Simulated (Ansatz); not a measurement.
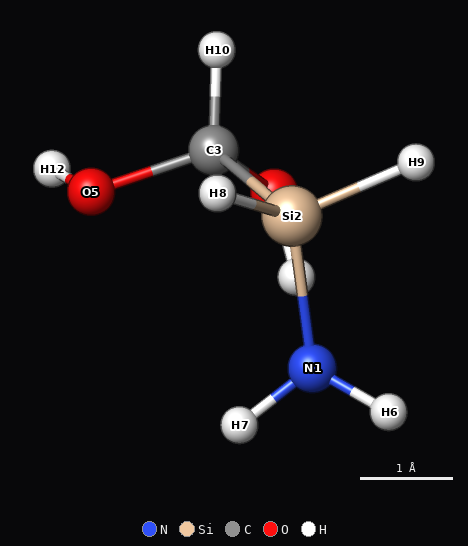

*The input geometry (ball-and-stick view, seen at a tilt; atoms are numbered from 1 in the order of the input).*

## Molecular dynamics of CH7NO2Si (part 1 of 2)

The run: molecular dynamics of CH7NO2Si. Method and program: UKS revPBE/def2-SVP (Ansatz 0.2.0).

The geometry comes from this level: PBE0-D4/def2-TZVP. Figures and captions count atoms from 1; the log counts them from 0 in places.

What the program printed:
```
Functional definition: revPBE
  name "revPBE"
  cite "Zhang & Yang, Phys. Rev. Lett. 80, 890 (1998) doi:10.1103/PhysRevLett.80.890"
  cite "Perdew, Burke & Ernzerhof, Phys. Rev. Lett. 77, 3865 (1996) doi:10.1103/PhysRevLett.77.3865"
  parameter kappa = 1.245
  parameter beta = 0.06672455060314922
  exchange = pbe_x(kappa = kappa, mu = beta*pi^2/3)
  correlation = pbe_c(beta = beta)
1218 factors; their error is unknown
mean field evaluation 1: about -14589.7017 eV, gradient 5.6e1 eV
mean field evaluation 2: about -14560.4125 eV, gradient 9.6e1 eV
mean field evaluation 4: about -14601.5328 eV, gradient 5.5e0 eV
mean field evaluation 8: about -14601.6638 eV, gradient 1.8e-1 eV
mean field evaluation 16: about -14601.5934 eV, gradient 1.7e-4 eV
mean field -14601.59340769 eV, -536.5986604172 hartree, gradient 3.7e-5 eV, S^2 0.000000; 0 other end points of the search recorded, 0 dependent functions left out
the calculation of the forces begins
reference -14601.59345400 eV, -536.5986621189 hartree; 25, 25 occupied and 84, 84 virtual orbitals, 1218 factors
md step     0: t =     0.00 fs  T =   916.7 K  F+E_penalty+E_count = -14601.59340769 eV  E_kin = 1.421860 eV  (30 SCF iters)
these checks for a lower state are left out or cut short: starts, cluster_reference, orbital_swaps, neighbouring_geometries, increment
1218 factors; their error is unknown
mean field -14601.37143679 eV, -536.5905031371 hartree, gradient 1.6e-5 eV, S^2 0.000000; 0 other end points of the search recorded, 0 dependent functions left out
the calculation of the forces begins
reference -14601.37148310 eV, -536.5905048389 hartree; 25, 25 occupied and 84, 84 virtual orbitals, 1218 factors
md step     1: t =     2.00 fs  T =   852.6 K  F+E_penalty+E_count = -14601.37143679 eV  E_kin = 1.322414 eV  (30 SCF iters)
[... from here on the SCF iterations and repeated set-up lines of each step are left out, up to the last step ...]
md step     2: t =     4.00 fs  T =   706.5 K  F+E_penalty+E_count = -14601.17945119 eV  E_kin = 1.095918 eV  (30 SCF iters)
md step     3: t =     6.00 fs  T =   474.0 K  F+E_penalty+E_count = -14600.79965695 eV  E_kin = 0.735296 eV  (31 SCF iters)
md step     4: t =     8.00 fs  T =   459.8 K  F+E_penalty+E_count = -14600.85060791 eV  E_kin = 0.713229 eV  (30 SCF iters)
md step     5: t =    10.00 fs  T =   527.9 K  F+E_penalty+E_count = -14600.83388896 eV  E_kin = 0.818833 eV  (33 SCF iters)
md step     6: t =    12.00 fs  T =   615.6 K  F+E_penalty+E_count = -14600.88004671 eV  E_kin = 0.954850 eV  (31 SCF iters)
md step     7: t =    14.00 fs  T =   626.8 K  F+E_penalty+E_count = -14600.80436786 eV  E_kin = 0.972216 eV  (32 SCF iters)
md step     8: t =    16.00 fs  T =   696.1 K  F+E_penalty+E_count = -14600.70252963 eV  E_kin = 1.079776 eV  (32 SCF iters)
md step     9: t =    18.00 fs  T =   687.7 K  F+E_penalty+E_count = -14600.78589939 eV  E_kin = 1.066693 eV  (31 SCF iters)
md step    10: t =    20.00 fs  T =   533.3 K  F+E_penalty+E_count = -14600.50470531 eV  E_kin = 0.827173 eV  (32 SCF iters)
md step    11: t =    22.00 fs  T =   553.6 K  F+E_penalty+E_count = -14600.48553039 eV  E_kin = 0.858730 eV  (32 SCF iters)
md step    12: t =    24.00 fs  T =   661.5 K  F+E_penalty+E_count = -14600.41780547 eV  E_kin = 1.026115 eV  (32 SCF iters)
md step    13: t =    26.00 fs  T =   904.4 K  F+E_penalty+E_count = -14600.86624494 eV  E_kin = 1.402799 eV  (37 SCF iters)
md step    14: t =    28.00 fs  T =   685.7 K  F+E_penalty+E_count = -14600.34516560 eV  E_kin = 1.063618 eV  (31 SCF iters)
md step    15: t =    30.00 fs  T =   798.1 K  F+E_penalty+E_count = -14600.50897464 eV  E_kin = 1.237908 eV  (30 SCF iters)
md step    16: t =    32.00 fs  T =   703.7 K  F+E_penalty+E_count = -14600.50128699 eV  E_kin = 1.091492 eV  (35 SCF iters)
md step    17: t =    34.00 fs  T =   771.3 K  F+E_penalty+E_count = -14600.65297609 eV  E_kin = 1.196357 eV  (31 SCF iters)
md step    18: t =    36.00 fs  T =   571.4 K  F+E_penalty+E_count = -14600.22000529 eV  E_kin = 0.886235 eV  (32 SCF iters)
md step    19: t =    38.00 fs  T =   479.1 K  F+E_penalty+E_count = -14600.01948679 eV  E_kin = 0.743100 eV  (32 SCF iters)
md step    20: t =    40.00 fs  T =   560.3 K  F+E_penalty+E_count = -14600.24566864 eV  E_kin = 0.869160 eV  (31 SCF iters)
md step    21: t =    42.00 fs  T =   647.6 K  F+E_penalty+E_count = -14600.22765660 eV  E_kin = 1.004568 eV  (31 SCF iters)
md step    22: t =    44.00 fs  T =   738.7 K  F+E_penalty+E_count = -14600.34806563 eV  E_kin = 1.145849 eV  (30 SCF iters)
md step    23: t =    46.00 fs  T =   612.1 K  F+E_penalty+E_count = -14600.13259298 eV  E_kin = 0.949368 eV  (30 SCF iters)
md step    24: t =    48.00 fs  T =   909.0 K  F+E_penalty+E_count = -14600.57751120 eV  E_kin = 1.410029 eV  (32 SCF iters)
md step    25: t =    50.00 fs  T =   990.7 K  F+E_penalty+E_count = -14600.49179491 eV  E_kin = 1.536693 eV  (32 SCF iters)
md step    26: t =    52.00 fs  T =  1067.2 K  F+E_penalty+E_count = -14600.53541975 eV  E_kin = 1.655370 eV  (37 SCF iters)
md step    27: t =    54.00 fs  T =   748.1 K  F+E_penalty+E_count = -14599.96630754 eV  E_kin = 1.160466 eV  (32 SCF iters)
md step    28: t =    56.00 fs  T =   711.0 K  F+E_penalty+E_count = -14599.99936572 eV  E_kin = 1.102859 eV  (31 SCF iters)
md step    29: t =    58.00 fs  T =   654.7 K  F+E_penalty+E_count = -14599.62041626 eV  E_kin = 1.015531 eV  (37 SCF iters)
these checks for a lower state are left out or cut short: starts, cluster_reference, orbital_swaps, neighbouring_geometries, increment
1218 factors; their error is unknown
mean field -14600.09896465 eV, -536.5437406482 hartree, gradient 2.3e-5 eV, S^2 0.000000; 0 other end points of the search recorded, 0 dependent functions left out
the calculation of the forces begins
reference -14600.09901012 eV, -536.5437423192 hartree; 25, 25 occupied and 84, 84 virtual orbitals, 1218 factors
1218 factors; their error is unknown
mean field evaluation 256: about -14587.6981 eV, gradient 5.6e1 eV
mean field -14600.09896465 eV, -536.5437406482 hartree, gradient 2.3e-5 eV, S^2 0.000000; 1 other end points of the search recorded, 0 dependent functions left out
the calculation of the forces begins
reference -14600.09901012 eV, -536.5437423192 hartree; 25, 25 occupied and 84, 84 virtual orbitals, 1218 factors
md step    30: t =    60.00 fs  T =   957.8 K  F+E_penalty+E_count = -14600.09896465 eV  E_kin = 1.485655 eV  (32 SCF iters)
```

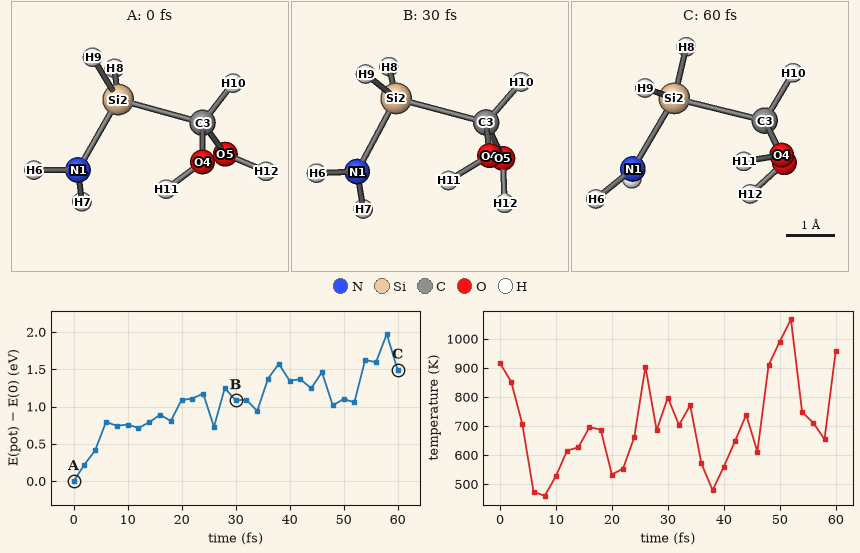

*Frames of the molecular dynamics (ball-and-stick, seen at an oblique angle) above the curves, on which the letters mark them.*

The trajectory kept here has 31 frames over 60 fs. The temperature starts at 917 K, ranges from 460 to 1067 K and averages 745 K over the second half. The potential energy ends 1.494 eV above its first value. After an unweighted best fit of the last frame on the first, the root-mean-square displacement is 0.74 Å, and H12 has moved furthest (1.61 Å).

```
Total energy: -14600.09901012 eV, -536.5437423192 hartree
Atom 0 at    -1.744589    -0.351863    -0.487765 Å, force    -1.063190    -0.230659    -1.053737 eV/Å
Atom 1 at    -0.724475    -0.462364     0.965133 Å, force     1.177838     0.094219    -1.253191 eV/Å
Atom 2 at     1.037899     0.388680     0.548047 Å, force     1.129838    -1.437678     0.182366 eV/Å
Atom 3 at     1.939886    -0.271827    -0.369435 Å, force    -0.824390    -3.937771    -1.088532 eV/Å
Atom 4 at     0.802575     1.620964    -0.122805 Å, force    -0.619578     0.181972     1.109737 eV/Å
Atom 5 at    -2.227564    -0.989006    -1.229531 Å, force     1.467583     0.737413     2.121466 eV/Å
Atom 6 at    -2.298662     0.491757    -0.515791 Å, force    -0.388382     0.814822    -0.152166 eV/Å
Atom 7 at    -1.021251     0.357280     2.249386 Å, force    -0.582488    -0.671177    -0.547875 eV/Å
Atom 8 at    -0.533894    -1.936097     0.906888 Å, force     0.136633    -0.453615     0.835819 eV/Å
Atom 9 at     1.700451     0.370544     1.544650 Å, force    -1.364416     1.288988    -1.364986 eV/Å
Atom 10 at     1.629128    -1.263678    -0.671373 Å, force     0.697592     3.230988     1.205977 eV/Å
Atom 11 at     0.188678     1.299248    -0.825953 Å, force     0.232959     0.382498     0.005122 eV/Å
Dipole moment:    -0.730738    -0.417095    -0.102619 e Å
```

Trajectory as extended XYZ (Å, eV, eV/Å), 31 frames, from step=0 to step=30:
```
12
Properties=species:S:1:pos:R:3:forces:R:3 step=0 time_fs=0.0 energy=-14601.59341 temperature=916.7
N    -1.3927   -0.6729   -0.7094    0.2734  -0.1359  -0.3881
Si   -0.5860   -0.4467    0.8043    0.1428   0.0889   0.5341
C     1.0430    0.3983    0.2974   -0.0031   0.1231  -0.1884
O     1.5801   -0.2722   -0.8117    0.8902  -0.3002  -0.0400
O     0.7045    1.7359   -0.0086   -0.9051   0.3638   0.2162
H    -1.9422   -1.5044   -0.8551   -0.4028  -0.5570  -0.1193
H    -1.8309    0.1227   -1.1483   -0.2990   0.5276  -0.3042
H    -1.3224    0.3748    1.8032   -0.2031   0.1724   0.2900
H    -0.3230   -1.8002    1.3569    0.0369  -0.3278   0.1282
H     1.8251    0.3643    1.0655    0.4772  -0.0846   0.4990
H     0.8341   -0.5127   -1.3809   -0.6141  -0.1270  -0.3700
H     1.4873    2.1582   -0.3794    0.6067   0.2567  -0.2575
12
Properties=species:S:1:pos:R:3:forces:R:3 step=1 time_fs=2.0 energy=-14601.37144 temperature=852.6
N    -1.4209   -0.6714   -0.7171    1.5343   2.5827   0.3110
Si   -0.5869   -0.4384    0.7949    0.0044  -0.6254   1.0894
C     1.0473    0.4131    0.3088   -0.4322  -0.9248  -0.6372
O     1.6057   -0.2902   -0.7930   -1.1161  -0.5524  -1.5959
O     0.6968    1.7361   -0.0155   -1.1190  -0.0603   0.8490
H    -1.9347   -1.4699   -0.8966   -1.6556  -2.2572  -0.5473
H    -1.8225    0.1829   -1.1128   -0.1832  -0.1741  -0.2000
H    -1.2910    0.3113    1.9229   -0.0466   0.0030  -0.3237
H    -0.2890   -1.8194    1.3655   -0.0566   0.1875  -0.2060
H     1.7923    0.2423    1.1088    0.4359   0.6163   0.2681
H     0.8464   -0.5142   -1.4724    1.3190   0.5993   1.6657
H     1.4242    2.1383   -0.4727    1.3157   0.6054  -0.6732
12
Properties=species:S:1:pos:R:3:forces:R:3 step=2 time_fs=4.0 energy=-14601.17945 temperature=706.5
N    -1.4418   -0.6612   -0.7255   -0.2532   0.1702  -0.1796
Si   -0.5894   -0.4306    0.7866   -0.1656  -1.1914   1.7149
C     1.0496    0.4243    0.3151   -0.1244  -1.9054  -0.1651
O     1.6264   -0.3086   -0.7783   -0.7566  -0.0780  -1.1831
O     0.6841    1.7359   -0.0221    0.6835   0.7241  -0.1413
H    -1.9883   -1.5206   -0.9557    0.2546   1.0279   0.2247
H    -1.8024    0.2409   -1.0890   -0.2194  -0.7872  -0.2100
H    -1.2599    0.2683    2.0368    0.1417  -0.1883  -0.9772
H    -0.2573   -1.8417    1.3641   -0.1612   0.6141  -0.4464
H     1.7728    0.1466    1.1717   -0.1596   1.3103  -0.6690
H     0.9197   -0.5053   -1.5014    0.8823   0.5360   1.6112
H     1.3920    2.1282   -0.5934   -0.1221  -0.2322   0.4207
12
Properties=species:S:1:pos:R:3:forces:R:3 step=3 time_fs=6.0 energy=-14600.79966 temperature=474.0
N    -1.4596   -0.6514   -0.7307   -0.8320  -0.5174  -0.3460
Si   -0.5902   -0.4243    0.7811   -0.4131  -1.4647   1.9862
C     1.0489    0.4293    0.3230   -0.0637  -2.3331  -0.1716
O     1.6437   -0.3256   -0.7688    1.9674   1.0069   2.1940
O     0.6729    1.7388   -0.0309    1.2104   0.7279  -0.5635
H    -2.0363   -1.5296   -1.0012    0.9654   2.1401   0.6581
H    -1.7919    0.2765   -1.0754   -0.2463  -1.0385  -0.2403
H    -1.2366    0.2268    2.1220    0.2432  -0.2226  -1.3983
H    -0.2365   -1.8371    1.3553   -0.1800   0.6303  -0.5108
H     1.7436    0.1048    1.2175   -0.2589   1.6563  -1.0817
H     1.0337   -0.4854   -1.4604   -1.9988  -0.2038  -1.4228
H     1.3373    2.0955   -0.6952   -0.3935  -0.3815   0.8967
12
Properties=species:S:1:pos:R:3:forces:R:3 step=4 time_fs=8.0 energy=-14600.85061 temperature=459.8
N    -1.4792   -0.6447   -0.7317    0.1362   0.4000   0.2909
Si   -0.5907   -0.4188    0.7821   -0.7235  -1.4520   1.6630
C     1.0459    0.4256    0.3338   -0.2750  -2.0096  -0.7048
O     1.6645   -0.3391   -0.7544    1.4568   1.1262   2.1881
O     0.6654    1.7450   -0.0381    0.6955   0.1411   0.0548
H    -2.0515   -1.4609   -1.0262    0.2647   0.7763   0.4328
H    -1.8030    0.2742   -1.0639   -0.3419  -0.4560  -0.4047
H    -1.2233    0.1662    2.1599    0.2044  -0.0404  -1.4523
H    -0.2314   -1.8002    1.3350   -0.0670   0.1502  -0.3790
H     1.7038    0.1182    1.2374    0.0891   1.5630  -0.8811
H     1.0561   -0.4735   -1.4618   -1.6908  -0.1437  -1.1599
H     1.2595    2.0487   -0.7600    0.2517  -0.0551   0.3522
12
Properties=species:S:1:pos:R:3:forces:R:3 step=5 time_fs=10.0 energy=-14600.83389 temperature=527.9
N    -1.4995   -0.6367   -0.7300    2.3437   2.2471   1.7136
Si   -0.5929   -0.4121    0.7894   -0.9389  -1.2988   0.6669
C     1.0410    0.4161    0.3456   -0.6605  -1.1496  -1.6276
O     1.6868   -0.3475   -0.7328   -1.4149   0.7263  -0.6314
O     0.6596    1.7516   -0.0427    0.4664  -0.1771   0.3348
H    -2.0505   -1.3699   -1.0415   -1.5424  -2.1236  -0.4804
H    -1.8198    0.2534   -1.0650   -0.5188   0.7151  -0.6624
H    -1.2031    0.1059    2.1388   -0.0535   0.3125  -0.9845
H    -0.2366   -1.7583    1.2967    0.1235  -0.6200  -0.0989
H     1.6619    0.1880    1.2457    0.7358   1.0913  -0.2053
H     1.0053   -0.4722   -1.5043    1.0204   0.2880   1.8502
H     1.1917    2.0086   -0.8194    0.4393  -0.0111   0.1253
12
Properties=species:S:1:pos:R:3:forces:R:3 step=6 time_fs=12.0 energy=-14600.88005 temperature=615.6
N    -1.5128   -0.6229   -0.7228    1.1344   1.4662   0.7996
Si   -0.5966   -0.4057    0.7998   -0.7242  -1.3589  -1.0763
C     1.0333    0.4023    0.3532   -0.4594  -0.2348  -1.7857
O     1.7046   -0.3541   -0.7133   -2.0285   0.8269  -0.8230
O     0.6547    1.7573   -0.0447    0.6361  -0.2690  -0.2334
H    -2.1013   -1.3522   -1.0724   -0.4745  -0.9580   0.1813
H    -1.8424    0.2642   -1.0916   -0.2017   0.3689  -0.3228
H    -1.1834    0.0623    2.0570   -0.6667   0.9154   0.4088
H    -0.2390   -1.7312    1.2452    0.2900  -1.3601   0.1990
H     1.6471    0.3099    1.2650    0.8930   0.5193  -0.0532
H     0.9930   -0.4649   -1.4868    1.4915   0.1909   2.1712
H     1.1383    1.9597   -0.8813    0.1100  -0.1067   0.5345
12
Properties=species:S:1:pos:R:3:forces:R:3 step=7 time_fs=14.0 energy=-14600.80437 temperature=626.8
N    -1.5213   -0.6064   -0.7125   -1.0015   0.7661  -0.9621
Si   -0.6006   -0.4001    0.8113   -0.0328  -2.0856  -2.9517
C     1.0264    0.3858    0.3540    0.6668   0.7860  -0.5070
O     1.7164   -0.3608   -0.6972   -0.2692   1.2633   1.3885
O     0.6523    1.7622   -0.0451    0.3496  -0.5582  -0.2386
H    -2.1644   -1.3671   -1.0983    1.1868   0.9406   1.2070
H    -1.8734    0.2962   -1.1294    0.3866  -0.8602   0.4153
H    -1.1845    0.0542    1.9705   -1.4567   1.5885   2.2220
H    -0.2316   -1.7400    1.1899    0.2467  -1.4136   0.3247
H     1.6765    0.4561    1.2851    0.1446  -0.2059  -0.8812
H     1.0454   -0.4464   -1.3972   -0.3941  -0.3019  -0.1758
H     1.0736    1.9009   -0.9177    0.1731   0.0809   0.1589
12
Properties=species:S:1:pos:R:3:forces:R:3 step=8 time_fs=16.0 energy=-14600.70253 temperature=696.1
N    -1.5326   -0.5860   -0.7058   -0.8657   1.0706  -1.0014
Si   -0.6037   -0.3974    0.8204   -0.3632  -2.5824  -2.0139
C     1.0237    0.3730    0.3550    1.7791   1.9322   0.5437
O     1.7266   -0.3641   -0.6780    2.5099   1.6170   4.3524
O     0.6527    1.7664   -0.0458   -0.1750  -0.7442   0.1502
H    -2.1707   -1.3393   -1.0846    1.0246   0.5898   1.1024
H    -1.8927    0.3017   -1.1593    0.5487  -0.8865   0.6622
H    -1.2452    0.1144    1.9751   -0.8426   1.0548   1.3181
H    -0.2129   -1.8039    1.1392   -0.1331  -0.3496   0.2443
H     1.7259    0.6072    1.2646   -0.5565  -1.1301  -1.2491
H     1.0942   -0.4297   -1.3198   -3.2826  -0.8165  -3.4672
H     1.0091    1.8590   -0.9353    0.3564   0.2449  -0.6418
12
Properties=species:S:1:pos:R:3:forces:R:3 step=9 time_fs=18.0 energy=-14600.78590 temperature=687.7
N    -1.5483   -0.5640   -0.7026    1.9767   2.5101   1.0408
Si   -0.6073   -0.3994    0.8264   -1.1377  -2.3779  -0.1733
C     1.0281    0.3662    0.3593    2.0543   2.5509   0.6851
O     1.7406   -0.3642   -0.6485   -1.7927   0.8963  -0.4212
O     0.6563    1.7678   -0.0441   -0.1475  -0.5157  -1.1161
H    -2.1212   -1.2750   -1.0377   -1.2136  -2.3256  -0.2495
H    -1.8843    0.2782   -1.1686    0.1029   0.4901   0.1058
H    -1.3410    0.2226    2.0397    0.3824  -0.1031  -0.5685
H    -0.1925   -1.8926    1.1003   -0.5423   0.8160   0.1770
H     1.7595    0.7247    1.1989   -0.6511  -1.7771  -0.7486
H     1.0254   -0.4465   -1.3722    1.0473  -0.3407   0.9913
H     0.9718    1.8307   -0.9742   -0.0786   0.1768   0.2773
12
Properties=species:S:1:pos:R:3:forces:R:3 step=10 time_fs=20.0 energy=-14600.50470 temperature=533.3
N    -1.5598   -0.5367   -0.6973    1.7181   0.7929   1.1873
Si   -0.6116   -0.4027    0.8319   -1.4287  -1.8105   0.6266
C     1.0384    0.3677    0.3671    1.1216   2.2158  -0.1675
O     1.7464   -0.3622   -0.6221   -2.5013   0.3323  -1.8160
O     0.6627    1.7669   -0.0435   -0.1788  -0.2675  -2.1009
H    -2.1102   -1.3070   -1.0040   -0.5267  -1.1768   0.0086
H    -1.8633    0.2917   -1.1746   -0.2696   0.9102  -0.2818
H    -1.4205    0.3314    2.0947    1.0312  -0.8263  -1.4099
H    -0.1931   -1.9463    1.0766   -0.7134   1.2988   0.1849
H     1.7662    0.7675    1.1080    0.1749  -1.6101   0.6234
H     1.0105   -0.4956   -1.3878    1.9110  -0.0209   2.0902
H     0.9427    1.8051   -1.0070   -0.3382   0.1621   1.0550
12
Properties=species:S:1:pos:R:3:forces:R:3 step=11 time_fs=22.0 energy=-14600.48553 temperature=553.6
N    -1.5684   -0.5059   -0.6885   -0.0820  -0.8490  -0.0848
Si   -0.6156   -0.4064    0.8391   -1.5122  -1.0071   0.6736
C     1.0504    0.3765    0.3781   -0.6285   1.3160  -1.6022
O     1.7432   -0.3573   -0.6058   -0.3706   0.3112  -0.2372
O     0.6707    1.7654   -0.0486   -0.4534  -0.2154  -1.3466
H    -2.1176   -1.3894   -0.9751    1.0427   1.8585   0.6330
H    -1.8520    0.3579   -1.1904   -0.0514  -0.6529   0.3493
H    -1.4678    0.4063    2.1077    1.2683  -1.1424  -1.5564
H    -0.2264   -1.9469    1.0531   -0.6546   1.1733   0.2728
H     1.7744    0.7457    1.0413    1.5839  -0.7449   2.2948
H     1.0896   -0.5577   -1.3158   -0.0044  -0.2278   0.2349
H     0.9123    1.7867   -1.0048   -0.1379   0.1803   0.3688
```
